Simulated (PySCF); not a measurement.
# C₁₃H₁₄O₂: NMR shifts at several levels of theory, part 2 of 2

PySCF 2.14.0. Atoms count from 0.

### Step 6. Shielding tensors: KT2/pcSseg-1

What the job is given:

```
{"job": {"kind": "nmr", "xc": "KT2", "basis": "pcSseg-1", "pop": false}, "charge": 0, "multiplicity": 1}
C     -3.811439    -0.269802     0.050305
C     -3.508295     0.636985    -0.880818
C     -2.111056     1.096573    -1.185765
O     -1.144459     0.102639    -0.947710
C     -0.680149    -0.024438     0.369976
C      0.288724     1.108508     0.757387
C      1.622108     0.600567     0.295549
C      2.807930     1.298432     0.091712
C      3.941519     0.602402    -0.333740
C      3.884630    -0.774807    -0.553250
C      2.693740    -1.475190    -0.350192
C      1.565040    -0.781756     0.074443
C      0.187582    -1.301151     0.368392
O     -1.733525    -0.024358     1.281592
C     -2.809171    -0.885354     0.984890
H     -4.853065    -0.584103     0.174872
H     -4.309673     1.074484    -1.485751
H     -1.882663     2.027912    -0.631143
H     -2.034620     1.345334    -2.255823
H      0.260994     1.235197     1.852020
H     -0.002337     2.069610     0.308470
H      2.853714     2.378171     0.257268
H      4.877834     1.140262    -0.501537
H      4.776611    -1.307381    -0.892184
H      2.650021    -2.552677    -0.529787
H     -0.173957    -2.025174    -0.375517
H      0.143589    -1.766161     1.367617
H     -3.297696    -1.104856     1.947093
H     -2.447823    -1.853758     0.587432
```

Level: GIAO KT2/pcSseg-1 NMR shielding, non-relativistic, gas phase.

Output:

```text
coarse grid: 24976 points
cycle   1  E = -665.1090675786  dE =  2.295e+00  |g| = 1.003e+00  |ddm| = 5.434e+00
cycle   2  E = -664.7514362679  dE =  3.576e-01  |g| = 1.664e+00  |ddm| = 3.134e+00
cycle   3  E = -665.3130995347  dE = -5.617e-01  |g| = 2.085e-01  |ddm| = 2.324e+00
cycle   4  E = -665.3214560737  dE = -8.357e-03  |g| = 7.275e-02  |ddm| = 2.807e-01
cycle   5  E = -665.3225802725  dE = -1.124e-03  |g| = 2.316e-02  |ddm| = 9.985e-02
cycle   6  E = -665.3226522772  dE = -7.200e-05  |g| = 1.353e-02  |ddm| = 3.560e-02
cycle   7  E = -665.3226942081  dE = -4.193e-05  |g| = 2.901e-03  |ddm| = 1.748e-02
cycle   8  E = -665.3226961592  dE = -1.951e-06  |g| = 1.158e-03  |ddm| = 3.851e-03
final grid: 243328 points
cycle   9  E = -665.4010698712  dE = -5.618e-04  |g| = 1.949e-02  |ddm| = 1.821e-01
cycle  10  E = -665.4009701164  dE =  9.975e-05  |g| = 2.703e-02  |ddm| = 5.365e-02
cycle  11  E = -665.4011538420  dE = -1.837e-04  |g| = 5.888e-03  |ddm| = 4.062e-02
cycle  12  E = -665.4011627978  dE = -8.956e-06  |g| = 1.868e-03  |ddm| = 8.455e-03
cycle  13  E = -665.4011636974  dE = -8.996e-07  |g| = 5.335e-04  |ddm| = 2.387e-03
cycle  14  E = -665.4011637620  dE = -6.464e-08  |g| = 1.401e-04  |ddm| = 7.135e-04
cycle  15  E = -665.4011637655  dE = -3.501e-09  |g| = 4.556e-05  |ddm| = 1.679e-04
cycle  16  E = -665.4011637660  dE = -4.420e-10  |g| = 1.586e-05  |ddm| = 5.218e-05
converged SCF energy = -665.4011637660

GIAO shielding tensors (ppm)
atom      isotropic    diamagn.    paramagn.     s11        s22        s33       span
  0 C       53.691     255.193    -201.502    -43.117     63.139    141.051    184.168
  1 C       52.654     256.772    -204.118    -44.090     61.803    140.248    184.338
  2 C      118.520     245.877    -127.357     88.916    110.871    155.773     66.857
  3 O      216.705     404.507    -187.802    166.862    235.208    248.045     81.184
  4 C       67.426     251.331    -183.905     54.270     64.389     83.618     29.348
  5 C      141.379     250.980    -109.601    117.244    140.365    166.528     49.284
  6 C       48.168     260.151    -211.983    -40.727     36.492    148.739    189.465
  7 C       63.703     247.969    -184.266    -30.726     55.510    166.325    197.052
  8 C       61.704     254.114    -192.410    -37.216     52.326    170.004    207.220
  9 C       61.632     254.222    -192.589    -37.281     52.122    170.057    207.338
 10 C       63.652     247.870    -184.217    -29.931     54.966    165.922    195.853
 11 C       47.149     258.521    -211.373    -42.426     36.622    147.250    189.676
 12 C      137.431     253.140    -115.709    119.883    131.506    160.905     41.022
 13 O      209.537     402.675    -193.138    136.842    224.962    266.807    129.964
 14 C      115.850     245.924    -130.074     85.926    106.014    155.611     69.685
 15 H       25.464      25.834      -0.370     23.672     25.783     26.938      3.266
 16 H       25.461      26.402      -0.941     23.624     25.969     26.790      3.166
 17 H       26.478      31.728      -5.250     21.468     27.225     30.740      9.271
 18 H       27.278      30.351      -3.073     21.812     26.473     33.549     11.737
 19 H       28.123      32.036      -3.914     23.524     28.509     32.335      8.811
 20 H       27.918      33.635      -5.717     22.516     29.727     31.510      8.994
 21 H       24.165      31.623      -7.459     20.234     24.103     28.157      7.922
 22 H       24.208      27.528      -3.320     20.790     25.417     26.416      5.627
 23 H       24.194      27.500      -3.306     20.776     25.441     26.365      5.589
 24 H       24.140      31.673      -7.533     20.205     24.140     28.075      7.870
 25 H       27.780      33.373      -5.593     22.729     29.044     31.567      8.838
 26 H       28.146      31.940      -3.793     23.641     28.556     32.242      8.601
 27 H       27.048      28.327      -1.279     21.929     26.053     33.163     11.234
 28 H       26.520      31.387      -4.867     22.084     26.589     30.888      8.804
```

Wall time 96 s (8 threads of Arm Neoverse N1, shared host).

This run: δ C6 135.6, C0 130.0, C8 121.6, C7 119.5, H21 7.03, H22 6.98 ppm (means over like atoms).

### Step 7. Nuclear shieldings: HF/pcSseg-1

Same as in step 6 but for these lines:

```diff
@@ -1,2 +1,2 @@
-{"job": {"kind": "nmr", "xc": "KT2", "basis": "pcSseg-1", "pop": false}, "charge": 0, "multiplicity": 1}
+{"job": {"kind": "nmr", "xc": "HF", "basis": "pcSseg-1", "pop": false}, "charge": 0, "multiplicity": 1}
 C     -3.811439    -0.269802     0.050305
```

Level: GIAO HF/pcSseg-1 NMR shielding, non-relativistic, gas phase.

Output:

```text
final grid: 243328 points
cycle   1  E = -649.7856775115  dE =  4.729e+00  |g| = 8.937e-01  |ddm| = 5.231e+00
cycle   2  E = -649.9833814822  dE = -1.977e-01  |g| = 4.216e-01  |ddm| = 1.168e+00
cycle   3  E = -650.0169951851  dE = -3.361e-02  |g| = 1.183e-01  |ddm| = 4.179e-01
cycle   4  E = -650.0208683359  dE = -3.873e-03  |g| = 2.417e-02  |ddm| = 1.882e-01
cycle   5  E = -650.0210258979  dE = -1.576e-04  |g| = 7.350e-03  |ddm| = 3.615e-02
cycle   6  E = -650.0210428570  dE = -1.696e-05  |g| = 2.195e-03  |ddm| = 1.133e-02
cycle   7  E = -650.0210447526  dE = -1.896e-06  |g| = 7.240e-04  |ddm| = 4.381e-03
cycle   8  E = -650.0210449601  dE = -2.075e-07  |g| = 1.870e-04  |ddm| = 1.402e-03
cycle   9  E = -650.0210449845  dE = -2.434e-08  |g| = 5.998e-05  |ddm| = 5.146e-04
cycle  10  E = -650.0210449868  dE = -2.386e-09  |g| = 2.815e-05  |ddm| = 1.213e-04
cycle  11  E = -650.0210449875  dE = -6.944e-10  |g| = 1.177e-05  |ddm| = 6.595e-05
converged SCF energy = -650.0210449875

GIAO shielding tensors (ppm)
atom      isotropic    diamagn.    paramagn.     s11        s22        s33       span
  0 C       52.095     256.251    -204.156    -74.531     75.700    155.115    229.646
  1 C       50.719     256.945    -206.227    -76.271     73.720    154.707    230.978
  2 C      135.235     236.290    -101.054    111.345    125.988    168.373     57.027
  3 O      272.767     404.717    -131.950    231.875    286.678    299.747     67.872
  4 C       91.847     244.499    -152.652     77.703     91.739    106.098     28.395
  5 C      152.877     242.260     -89.383    129.889    151.389    177.352     47.463
  6 C       43.731     262.284    -218.553    -67.658     31.659    167.193    234.851
  7 C       58.539     249.245    -190.706    -54.271     49.973    179.915    234.186
  8 C       56.836     256.018    -199.182    -60.099     47.397    183.210    243.309
  9 C       56.775     256.039    -199.264    -60.193     47.264    183.253    243.446
 10 C       58.369     249.242    -190.874    -54.011     49.367    179.750    233.761
 11 C       42.783     260.392    -217.610    -68.962     31.398    165.912    234.874
 12 C      149.503     244.528     -95.025    134.174    141.198    173.138     38.965
 13 O      266.922     402.320    -135.398    205.070    285.577    310.119    105.049
 14 C      133.252     235.943    -102.691    109.582    122.080    168.094     58.512
 15 H       25.871      26.599      -0.727     23.561     25.895     28.157      4.596
 16 H       25.864      26.986      -1.123     23.530     26.080     27.982      4.452
 17 H       27.677      30.650      -2.972     22.257     28.239     32.536     10.279
 18 H       28.155      30.248      -2.094     22.286     26.754     35.424     13.138
 19 H       28.868      31.919      -3.051     23.752     28.945     33.907     10.155
 20 H       28.594      33.121      -4.527     22.409     30.210     33.161     10.752
 21 H       24.273      31.126      -6.853     19.697     24.416     28.705      9.008
 22 H       24.347      27.826      -3.479     20.284     25.893     26.864      6.579
 23 H       24.336      27.801      -3.465     20.273     25.910     26.826      6.552
 24 H       24.240      31.098      -6.858     19.647     24.433     28.638      8.991
 25 H       28.515      32.648      -4.134     22.735     29.567     33.242     10.507
 26 H       28.914      31.785      -2.870     23.808     29.079     33.856     10.048
 27 H       27.912      29.083      -1.171     22.386     26.230     35.120     12.734
 28 H       27.709      29.895      -2.187     22.759     27.790     32.577      9.818
```

Run time: 97 s. Hardware: 8 threads of Arm Neoverse N1, shared host.

Key values: δ C6 147.6, C0 139.4, C8 134.0, C7 132.4, H21 7.43, H22 7.34 ppm (means over like atoms).

### Step 8. Side by side: NMR shifts

Shifts (ppm) of some atoms, chosen among heavy atoms and hydrogens apart, means over like atoms, with basis size and wall time:

```
             run     C6     C8     C7     C4   H21   H17     O3  functions     time
   PBE0/pcSseg-1  146.1  132.0  130.0  114.1  7.30  4.19  102.8        325  2.5 min
    PBE/pcSseg-1  144.2  129.5  127.4  118.7  7.17  4.36  120.0        325     93 s
wB97X-D/pcSseg-1  147.4  133.1  131.1  113.7  7.32  4.13   95.9        325  3.2 min
    KT2/pcSseg-1  135.6  121.6  119.5  115.8  7.03  4.35  117.5        325     96 s
     HF/pcSseg-1  147.6  134.0  132.4   99.0  7.43  3.82   63.5        325     97 s
```

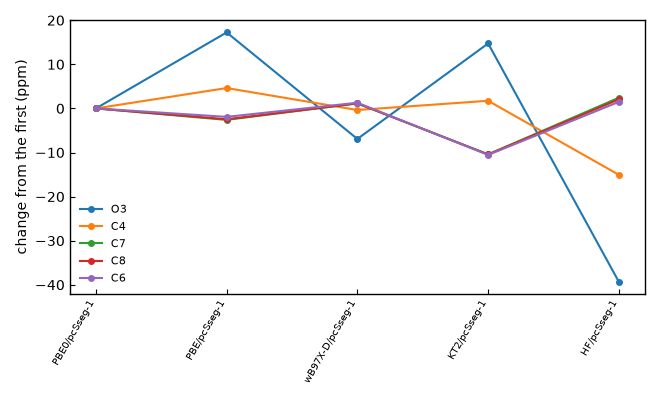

How five of the tabulated atoms move from run to run.

### Step 9. Outcome

This closing draws on all 2 parts.

| quantity | value |
| --- | --- |
| point group | C1 |
| rotational constants (main isotopes) | 1.75, 0.36, 0.34 GHz |
| 13C shifts against TMS (PBE0/pcSseg-1, means over atoms taken as alike) | 146.1, 139.2, 132.0, 130.0, 114.1, 64.6, 44.4 ppm |
| 1H shifts against TMS (PBE0/pcSseg-1, means over atoms taken as alike) | 7.30, 7.28, 5.86, 4.19, 3.14 ppm |
| 17O shifts against H2O (PBE0/pcSseg-1, means over atoms taken as alike) | 102.8 ppm |
| range of the shift of O3 (with its like atoms) | 63.5 to 120.0 ppm |

Single values in the summary come from the first sound run of each kind (PBE0/pcSseg-1), which need not be the best level. Over 11 steps the energy fell by 0.083 eV; of the close pairs, C1–H16 changed most, 1.080 to 1.095 Å. NICS(1)zz of -27 ppm above the planar ring from C6 marks a diatropic (aromatic) ring current. Across the 5 runs the shift of O3 (with its like atoms) moves most, between 63.5 (HF/pcSseg-1) and 120.0 ppm (PBE/pcSseg-1).
